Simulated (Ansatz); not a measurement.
**C2H8Si: molecular dynamics (part 1 of 3)**

System: C2H8Si, SMILES C[SiH2]C.
Method: r2SCAN/def2-SV(P), RKS (Ansatz 0.2.0).

The geometry comes from this level: PBE0-D4/def2-TZVP. Figures and captions count atoms from 1; the log counts them from 0 in places.

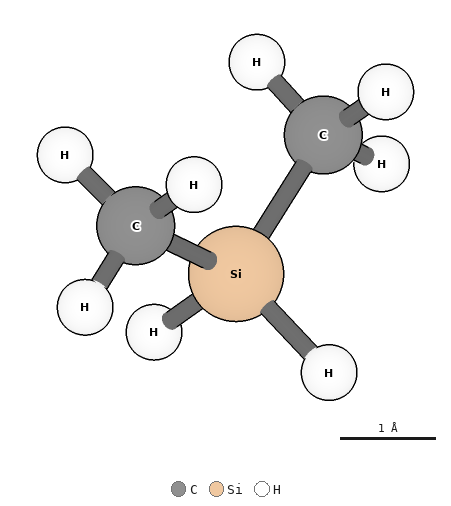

The starting structure (ball-and-stick view, seen at a tilt). Bond lengths as drawn: C–H 1.09 Å, C–Si 1.87 Å and H–Si 1.49 Å.

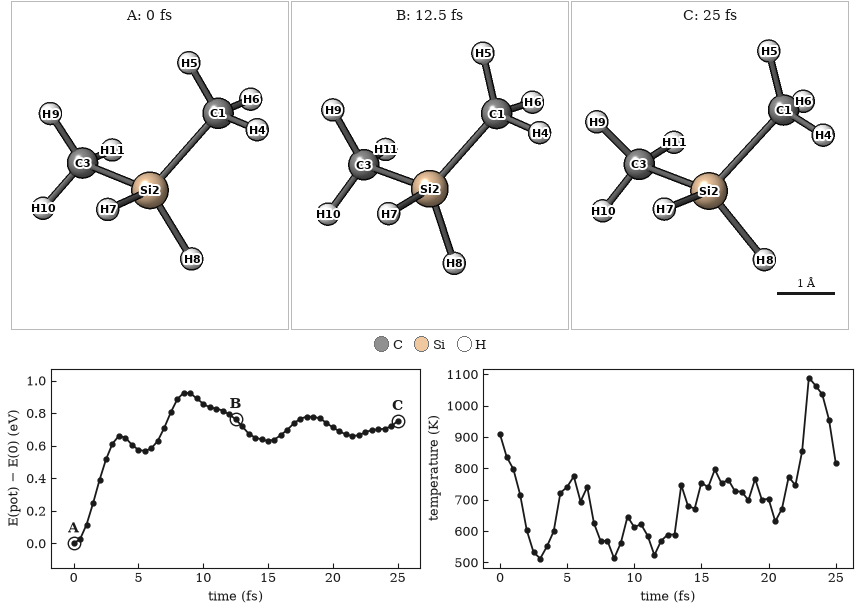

Frames of the molecular dynamics (ball-and-stick, seen at a tilt) above the curves, on which the letters mark them. The trajectory kept here has 51 frames over 25 fs. The temperature starts at 909 K, ranges from 513 to 1090 K and averages 771 K over the second half. The potential energy ends 0.752 eV above its first value. After an unweighted best fit of the last frame on the first, the root-mean-square displacement is 0.20 Å, and H5 has moved furthest (0.39 Å).

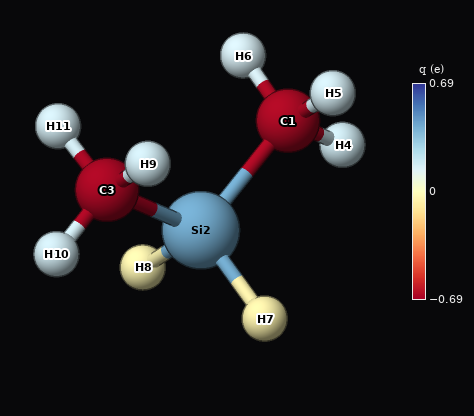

Mulliken charges, as the colour of each atom (ball-and-stick view, seen at a tilt; atoms are numbered from 1 in the order of the input). By element: C −0.66 to −0.65, Si +0.41 and H −0.05 to +0.17 e.

The input and output of the run follow.

## Input
```yaml
crystal:
  periodic: [false, false, false]
  atoms:
    - {symbol: C, position_ang: [-1.050200, 0.967200, -0.661200]}
    - {symbol: Si, position_ang: [-0.309200, -0.653200, -0.087600]}
    - {symbol: C, position_ang: [1.346600, -0.392300, 0.745700]}
    - {symbol: H, position_ang: [-2.015800, 0.806900, -1.146100]}
    - {symbol: H, position_ang: [-0.391700, 1.464600, -1.377800]}
    - {symbol: H, position_ang: [-1.204900, 1.644900, 0.182100]}
    - {symbol: H, position_ang: [-0.139900, -1.564200, -1.256100]}
    - {symbol: H, position_ang: [-1.245100, -1.319300, 0.863300]}
    - {symbol: H, position_ang: [2.058200, 0.075200, 0.060400]}
    - {symbol: H, position_ang: [1.772600, -1.342000, 1.077400]}
    - {symbol: H, position_ang: [1.244800, 0.255200, 1.620300]}
basis:
  gaussian:
    orbitals: def2-SV_P_.json
hamiltonian:
  xc: {name: r2SCAN}
md:
  timestep: 0.5 fs
  n_steps: 50
  ensemble: nvt_langevin
  temperature: 1000
  initial_velocities: maxwell_boltzmann
  seed: 323
  friction: 0.05
```

Launched with:
```bash
ansatz run molecule.yaml --threads 1 --pin off --max-ram 2610MiB --events-out events.jsonl --progress --plain --runs-dir runs
```

## What the program printed
```
Functional definition: r2SCAN
  name "r2SCAN"
  parameter k0 = 0.174
  parameter k1 = 0.065
  parameter a1 = 4.9479
  exchange = r2scan_x(k0 = k0, k1 = k1, a1 = a1)
  correlation = r2scan_c
912 factors; their error is unknown
mean field evaluation 1: about -10066.2440 eV, gradient 6.3e1 eV
mean field evaluation 2: about -10059.6814 eV, gradient 7.6e1 eV
mean field evaluation 4: about -10075.7270 eV, gradient 1.3e0 eV
mean field evaluation 8: about -10075.6854 eV, gradient 1.4e-1 eV
mean field evaluation 16: about -10075.6854 eV, gradient 1.1e-5 eV
mean field -10075.68544252 eV, -370.2746104676 hartree, gradient 1.1e-5 eV, S^2 0.000000; 0 other end points of the search recorded, 0 dependent functions left out
the calculation of the forces begins
reference -10075.68545207 eV, -370.2746108188 hartree; 17, 17 occupied and 45, 45 virtual orbitals, 912 factors
md step     0: t =     0.00 fs  T =   909.1 K  F+E_penalty+E_count = -10075.68544252 eV  E_kin = 1.292600 eV  (25 SCF iters)
these checks for a lower state are left out or cut short: starts, cluster_reference, orbital_swaps, neighbouring_geometries, increment
912 factors; their error is unknown
mean field -10075.65880346 eV, -370.2736315002 hartree, gradient 1.0e-5 eV, S^2 0.000000; 0 other end points of the search recorded, 0 dependent functions left out
the calculation of the forces begins
reference -10075.65881304 eV, -370.2736318524 hartree; 17, 17 occupied and 45, 45 virtual orbitals, 912 factors
md step     1: t =     0.50 fs  T =   836.8 K  F+E_penalty+E_count = -10075.65880346 eV  E_kin = 1.189778 eV  (27 SCF iters)
[... from here on the SCF iterations and repeated set-up lines of each step are left out, up to the last step ...]
md step     2: t =     1.00 fs  T =   797.4 K  F+E_penalty+E_count = -10075.56936157 eV  E_kin = 1.133777 eV  (28 SCF iters)
md step     3: t =     1.50 fs  T =   716.7 K  F+E_penalty+E_count = -10075.43936386 eV  E_kin = 1.018992 eV  (28 SCF iters)
md step     4: t =     2.00 fs  T =   602.1 K  F+E_penalty+E_count = -10075.29599004 eV  E_kin = 0.856099 eV  (28 SCF iters)
md step     5: t =     2.50 fs  T =   532.8 K  F+E_penalty+E_count = -10075.16935190 eV  E_kin = 0.757610 eV  (28 SCF iters)
md step     6: t =     3.00 fs  T =   512.6 K  F+E_penalty+E_count = -10075.07236530 eV  E_kin = 0.728842 eV  (28 SCF iters)
md step     7: t =     3.50 fs  T =   551.4 K  F+E_penalty+E_count = -10075.02424032 eV  E_kin = 0.783949 eV  (28 SCF iters)
md step     8: t =     4.00 fs  T =   599.3 K  F+E_penalty+E_count = -10075.03577193 eV  E_kin = 0.852096 eV  (28 SCF iters)
md step     9: t =     4.50 fs  T =   721.8 K  F+E_penalty+E_count = -10075.07948771 eV  E_kin = 1.026300 eV  (28 SCF iters)
md step    10: t =     5.00 fs  T =   740.9 K  F+E_penalty+E_count = -10075.11062895 eV  E_kin = 1.053441 eV  (28 SCF iters)
md step    11: t =     5.50 fs  T =   774.5 K  F+E_penalty+E_count = -10075.11746428 eV  E_kin = 1.101257 eV  (28 SCF iters)
md step    12: t =     6.00 fs  T =   694.2 K  F+E_penalty+E_count = -10075.10129759 eV  E_kin = 0.987053 eV  (28 SCF iters)
md step    13: t =     6.50 fs  T =   740.9 K  F+E_penalty+E_count = -10075.05498522 eV  E_kin = 1.053409 eV  (28 SCF iters)
md step    14: t =     7.00 fs  T =   624.9 K  F+E_penalty+E_count = -10074.97441004 eV  E_kin = 0.888561 eV  (28 SCF iters)
md step    15: t =     7.50 fs  T =   568.1 K  F+E_penalty+E_count = -10074.88025439 eV  E_kin = 0.807793 eV  (28 SCF iters)
md step    16: t =     8.00 fs  T =   569.4 K  F+E_penalty+E_count = -10074.80003804 eV  E_kin = 0.809551 eV  (28 SCF iters)
md step    17: t =     8.50 fs  T =   513.0 K  F+E_penalty+E_count = -10074.75903814 eV  E_kin = 0.729405 eV  (26 SCF iters)
md step    18: t =     9.00 fs  T =   562.4 K  F+E_penalty+E_count = -10074.76266284 eV  E_kin = 0.799716 eV  (28 SCF iters)
md step    19: t =     9.50 fs  T =   646.3 K  F+E_penalty+E_count = -10074.79423565 eV  E_kin = 0.918989 eV  (28 SCF iters)
md step    20: t =    10.00 fs  T =   612.6 K  F+E_penalty+E_count = -10074.82753537 eV  E_kin = 0.871017 eV  (28 SCF iters)
md step    21: t =    10.50 fs  T =   622.0 K  F+E_penalty+E_count = -10074.84989883 eV  E_kin = 0.884355 eV  (28 SCF iters)
md step    22: t =    11.00 fs  T =   585.2 K  F+E_penalty+E_count = -10074.85668907 eV  E_kin = 0.832039 eV  (28 SCF iters)
md step    23: t =    11.50 fs  T =   523.2 K  F+E_penalty+E_count = -10074.86894809 eV  E_kin = 0.743980 eV  (28 SCF iters)
md step    24: t =    12.00 fs  T =   569.0 K  F+E_penalty+E_count = -10074.89255971 eV  E_kin = 0.809054 eV  (28 SCF iters)
md step    25: t =    12.50 fs  T =   589.1 K  F+E_penalty+E_count = -10074.92199719 eV  E_kin = 0.837605 eV  (28 SCF iters)
md step    26: t =    13.00 fs  T =   589.0 K  F+E_penalty+E_count = -10074.96491220 eV  E_kin = 0.837544 eV  (28 SCF iters)
md step    27: t =    13.50 fs  T =   746.8 K  F+E_penalty+E_count = -10075.01018232 eV  E_kin = 1.061795 eV  (28 SCF iters)
md step    28: t =    14.00 fs  T =   680.3 K  F+E_penalty+E_count = -10075.03510829 eV  E_kin = 0.967297 eV  (28 SCF iters)
md step    29: t =    14.50 fs  T =   671.7 K  F+E_penalty+E_count = -10075.04602924 eV  E_kin = 0.955043 eV  (28 SCF iters)
md step    30: t =    15.00 fs  T =   754.7 K  F+E_penalty+E_count = -10075.05661829 eV  E_kin = 1.073135 eV  (28 SCF iters)
md step    31: t =    15.50 fs  T =   739.6 K  F+E_penalty+E_count = -10075.04733871 eV  E_kin = 1.051633 eV  (28 SCF iters)
md step    32: t =    16.00 fs  T =   796.4 K  F+E_penalty+E_count = -10075.01935511 eV  E_kin = 1.132429 eV  (28 SCF iters)
md step    33: t =    16.50 fs  T =   752.0 K  F+E_penalty+E_count = -10074.98635581 eV  E_kin = 1.069192 eV  (28 SCF iters)
md step    34: t =    17.00 fs  T =   764.1 K  F+E_penalty+E_count = -10074.94744547 eV  E_kin = 1.086501 eV  (28 SCF iters)
md step    35: t =    17.50 fs  T =   726.8 K  F+E_penalty+E_count = -10074.91854618 eV  E_kin = 1.033459 eV  (28 SCF iters)
md step    36: t =    18.00 fs  T =   725.9 K  F+E_penalty+E_count = -10074.90673132 eV  E_kin = 1.032162 eV  (27 SCF iters)
md step    37: t =    18.50 fs  T =   698.3 K  F+E_penalty+E_count = -10074.90750240 eV  E_kin = 0.992828 eV  (28 SCF iters)
md step    38: t =    19.00 fs  T =   766.5 K  F+E_penalty+E_count = -10074.91683840 eV  E_kin = 1.089879 eV  (28 SCF iters)
md step    39: t =    19.50 fs  T =   700.1 K  F+E_penalty+E_count = -10074.94402744 eV  E_kin = 0.995501 eV  (28 SCF iters)
md step    40: t =    20.00 fs  T =   703.1 K  F+E_penalty+E_count = -10074.97315927 eV  E_kin = 0.999646 eV  (28 SCF iters)
md step    41: t =    20.50 fs  T =   630.8 K  F+E_penalty+E_count = -10074.99548134 eV  E_kin = 0.896955 eV  (28 SCF iters)
md step    42: t =    21.00 fs  T =   671.7 K  F+E_penalty+E_count = -10075.01586823 eV  E_kin = 0.955045 eV  (28 SCF iters)
md step    43: t =    21.50 fs  T =   773.2 K  F+E_penalty+E_count = -10075.02586292 eV  E_kin = 1.099439 eV  (28 SCF iters)
md step    44: t =    22.00 fs  T =   745.7 K  F+E_penalty+E_count = -10075.02059086 eV  E_kin = 1.060328 eV  (28 SCF iters)
md step    45: t =    22.50 fs  T =   854.6 K  F+E_penalty+E_count = -10075.00277459 eV  E_kin = 1.215097 eV  (28 SCF iters)
md step    46: t =    23.00 fs  T =  1089.5 K  F+E_penalty+E_count = -10074.98920467 eV  E_kin = 1.549131 eV  (28 SCF iters)
md step    47: t =    23.50 fs  T =  1063.9 K  F+E_penalty+E_count = -10074.98521432 eV  E_kin = 1.512688 eV  (28 SCF iters)
md step    48: t =    24.00 fs  T =  1035.8 K  F+E_penalty+E_count = -10074.98035778 eV  E_kin = 1.472726 eV  (28 SCF iters)
md step    49: t =    24.50 fs  T =   955.3 K  F+E_penalty+E_count = -10074.96687529 eV  E_kin = 1.358367 eV  (28 SCF iters)
these checks for a lower state are left out or cut short: starts, cluster_reference, orbital_swaps, neighbouring_geometries, increment
912 factors; their error is unknown
mean field -10074.93391913 eV, -370.2469924925 hartree, gradient 1.4e-5 eV, S^2 0.000000; 0 other end points of the search recorded, 0 dependent functions left out
the calculation of the forces begins
reference -10074.93392907 eV, -370.2469928577 hartree; 17, 17 occupied and 45, 45 virtual orbitals, 912 factors
912 factors; their error is unknown
mean field evaluation 416: about -10074.9339 eV, gradient 1.6e-3 eV
mean field -10074.93391913 eV, -370.2469924925 hartree, gradient 1.5e-5 eV, S^2 0.000000; 1 other end points of the search recorded, 0 dependent functions left out
the calculation of the forces begins
reference -10074.93392907 eV, -370.2469928577 hartree; 17, 17 occupied and 45, 45 virtual orbitals, 912 factors
md step    50: t =    25.00 fs  T =   817.8 K  F+E_penalty+E_count = -10074.93391913 eV  E_kin = 1.162787 eV  (27 SCF iters)
Total energy: -10074.93392907 eV, -370.2469928577 hartree
Atom 0 at    -0.953882     1.135591    -0.802723 Å, force     1.482113    -0.586392     1.065037 eV/Å
Atom 1 at    -0.308414    -0.661395    -0.184281 Å, force    -0.386150     0.135602    -1.316308 eV/Å
Atom 2 at     1.277441    -0.568978     0.933363 Å, force    -0.489066     0.619668     0.418259 eV/Å
Atom 3 at    -1.914826     0.942211    -1.316897 Å, force    -0.153934     0.394171     0.450216 eV/Å
Atom 4 at    -0.342482     1.875445    -1.407866 Å, force    -0.134396    -1.137319     0.204307 eV/Å
Atom 5 at    -0.985380     1.617486     0.216408 Å, force    -0.943583     0.047976    -0.641363 eV/Å
Atom 6 at    -0.020552    -1.550192    -1.526787 Å, force    -0.369182     0.677422     1.600061 eV/Å
Atom 7 at    -1.608404    -1.200347     0.647194 Å, force     1.526352     0.420400    -0.892963 eV/Å
Atom 8 at     2.208090    -0.307432     0.379161 Å, force    -0.457802     0.398909    -0.091375 eV/Å
Atom 9 at     1.571844    -1.532362     1.399301 Å, force    -0.514147     0.030395     0.158864 eV/Å
Atom 10 at     1.078227     0.213282     1.762185 Å, force     0.439794    -1.000830    -0.954735 eV/Å
Dipole moment:     0.126664     0.098188     0.110024 e Å
```

## Trajectory as extended XYZ (Å, eV, eV/Å), 51 frames, from step=0 to step=50
```
11
Properties=species:S:1:pos:R:3:forces:R:3 step=0 time_fs=0.0 energy=-10075.68544 temperature=909.1
C    -1.0502    0.9672   -0.6612    0.1204  -0.2638   0.0903
Si   -0.3092   -0.6532   -0.0876    0.0040   0.0037   0.0008
C     1.3466   -0.3923    0.7457   -0.2674  -0.0450  -0.1346
H    -2.0158    0.8069   -1.1461   -0.4057  -0.0383  -0.2069
H    -0.3917    1.4646   -1.3778    0.2542   0.2242  -0.2991
H    -1.2049    1.6449    0.1821   -0.0756   0.2989   0.3344
H    -0.1399   -1.5642   -1.2561    0.0261  -0.1469  -0.1870
H    -1.2451   -1.3193    0.8633   -0.1510  -0.1084   0.1522
H     2.0582    0.0752    0.0604    0.3123   0.1910  -0.2647
H     1.7726   -1.3420    1.0774    0.1995  -0.3793   0.1479
H     1.2448    0.2552    1.6203   -0.0168   0.2639   0.3666
11
Properties=species:S:1:pos:R:3:forces:R:3 step=1 time_fs=0.5 energy=-10075.65880 temperature=836.8
C    -1.0472    0.9634   -0.6619    0.5013  -0.1896  -0.3711
Si   -0.3096   -0.6510   -0.0884   -0.0093   0.3162   0.3218
C     1.3387   -0.3961    0.7470    0.6020   0.1247   0.2223
H    -2.0007    0.8100   -1.1611   -0.5866  -0.0636  -0.2508
H    -0.3802    1.4743   -1.3763    0.0955   0.0319  -0.0810
H    -1.1981    1.6314    0.1747   -0.1954   0.5686   0.6507
H    -0.1423   -1.5324   -1.2413    0.1107  -0.5392  -0.6492
H    -1.2326   -1.3268    0.8591   -0.2414  -0.1403   0.2172
H     2.0772    0.0920    0.0705   -0.1591  -0.1826   0.0621
H     1.7701   -1.3697    1.0755   -0.0613   0.2688  -0.0381
H     1.2589    0.2662    1.6372   -0.0563  -0.1948  -0.0840
11
Properties=species:S:1:pos:R:3:forces:R:3 step=2 time_fs=1.0 energy=-10075.56936 temperature=797.4
C    -1.0437    0.9607   -0.6626    0.7025  -0.0786  -0.8269
Si   -0.3094   -0.6488   -0.0892   -0.0920   0.6481   0.7096
C     1.3301   -0.4001    0.7482    1.3870   0.3113   0.5822
H    -1.9892    0.8109   -1.1795   -0.5789  -0.0496  -0.2037
H    -0.3669    1.4858   -1.3737   -0.0713  -0.1690   0.1173
H    -1.1925    1.6244    0.1675   -0.3071   0.7519   0.8828
H    -0.1448   -1.5023   -1.2274    0.2033  -0.9449  -1.1491
H    -1.2225   -1.3335    0.8553   -0.3112  -0.1629   0.2605
H     2.0908    0.1073    0.0800   -0.5265  -0.5024   0.2744
H     1.7668   -1.3948    1.0746   -0.2608   0.7898  -0.1839
H     1.2776    0.2777    1.6521   -0.1450  -0.5939  -0.4632
11
Properties=species:S:1:pos:R:3:forces:R:3 step=3 time_fs=1.5 energy=-10075.43936 temperature=716.7
C    -1.0403    0.9593   -0.6639    0.7812   0.0323  -1.2268
Si   -0.3093   -0.6462   -0.0900   -0.1813   0.9379   1.0832
C     1.3214   -0.4046    0.7493    2.0696   0.5511   0.9639
H    -1.9807    0.8112   -1.1991   -0.4556  -0.0110  -0.1153
H    -0.3510    1.4993   -1.3671   -0.2322  -0.3580   0.2597
H    -1.1895    1.6216    0.1598   -0.4085   0.8756   1.0645
H    -0.1455   -1.4788   -1.2148    0.2849  -1.3008  -1.6091
H    -1.2109   -1.3397    0.8538   -0.3814  -0.1809   0.2922
H     2.1006    0.1218    0.0915   -0.7980  -0.7669   0.3857
H     1.7637   -1.4167    1.0735   -0.4126   1.1903  -0.2903
H     1.2979    0.2901    1.6663   -0.2661  -0.9697  -0.8079
11
Properties=species:S:1:pos:R:3:forces:R:3 step=4 time_fs=2.0 energy=-10075.29599 temperature=602.1
C    -1.0371    0.9584   -0.6669    0.8325   0.1197  -1.4823
Si   -0.3093   -0.6434   -0.0907   -0.2275   1.1886   1.3626
C     1.3135   -0.4084    0.7512    2.5940   0.7231   1.3362
H    -1.9737    0.8154   -1.2155   -0.3720   0.0064  -0.0612
H    -0.3376    1.5121   -1.3597   -0.3371  -0.4927   0.3361
H    -1.1873    1.6164    0.1545   -0.4855   0.9774   1.2092
H    -0.1446   -1.4622   -1.2038    0.3546  -1.5917  -1.9863
H    -1.1954   -1.3422    0.8544   -0.4894  -0.2242   0.3489
H     2.1035    0.1354    0.1070   -0.9182  -0.9454   0.3701
H     1.7616   -1.4353    1.0735   -0.5350   1.5094  -0.3777
H     1.3196    0.3012    1.6787   -0.4165  -1.2703  -1.0555
11
Properties=species:S:1:pos:R:3:forces:R:3 step=5 time_fs=2.5 energy=-10075.16935 temperature=532.8
C    -1.0331    0.9570   -0.6698    0.7698   0.3394  -1.5429
Si   -0.3092   -0.6405   -0.0917   -0.2318   1.3381   1.5946
C     1.3066   -0.4110    0.7551    2.9734   0.8489   1.6301
H    -1.9670    0.8196   -1.2309   -0.2811   0.0168   0.0103
H    -0.3283    1.5236   -1.3543   -0.3950  -0.5920   0.3960
H    -1.1870    1.6123    0.1554   -0.5134   0.9312   1.1524
H    -0.1469   -1.4518   -1.1955    0.4128  -1.8077  -2.2641
H    -1.1772   -1.3452    0.8587   -0.5945  -0.2553   0.3910
H     2.1018    0.1477    0.1240   -0.9514  -1.0650   0.3089
H     1.7595   -1.4495    1.0754   -0.6241   1.7463  -0.4424
H     1.3385    0.3108    1.6911   -0.5646  -1.5008  -1.2339
11
Properties=species:S:1:pos:R:3:forces:R:3 step=6 time_fs=3.0 energy=-10075.07236 temperature=512.6
C    -1.0282    0.9552   -0.6723    0.5935   0.6804  -1.6066
Si   -0.3093   -0.6372   -0.0928   -0.2102   1.3774   1.7755
C     1.3005   -0.4127    0.7594    3.2015   0.9908   1.8463
H    -1.9612    0.8204   -1.2496   -0.0927   0.0441   0.1510
H    -0.3188    1.5360   -1.3516   -0.4814  -0.7192   0.4983
H    -1.1899    1.6117    0.1578   -0.5138   0.7903   0.9723
H    -0.1504   -1.4439   -1.1917    0.4504  -1.9444  -2.4340
H    -1.1583   -1.3480    0.8662   -0.6757  -0.2675   0.4003
H     2.0976    0.1579    0.1416   -0.9263  -1.1317   0.2186
H     1.7549   -1.4572    1.0765   -0.6534   1.8506  -0.4639
H     1.3521    0.3182    1.7023   -0.6918  -1.6708  -1.3578
11
Properties=species:S:1:pos:R:3:forces:R:3 step=7 time_fs=3.5 energy=-10075.02424 temperature=551.4
C    -1.0220    0.9534   -0.6750    0.3188   1.1153  -1.6353
Si   -0.3099   -0.6340   -0.0940   -0.1926   1.2378   1.8455
C     1.2946   -0.4140    0.7633    3.2547   1.1012   1.9890
H    -1.9556    0.8241   -1.2708    0.1410   0.0659   0.3407
H    -0.3102    1.5489   -1.3509   -0.5487  -0.8506   0.6048
H    -1.1919    1.6147    0.1614   -0.4886   0.5742   0.7000
H    -0.1524   -1.4385   -1.1951    0.4555  -1.9481  -2.4164
H    -1.1429   -1.3516    0.8774   -0.6995  -0.2380   0.3392
H     2.0881    0.1662    0.1610   -0.7994  -1.1308   0.0475
H     1.7475   -1.4597    1.0743   -0.6290   1.8451  -0.4428
H     1.3634    0.3233    1.7074   -0.8122  -1.7720  -1.3722
```
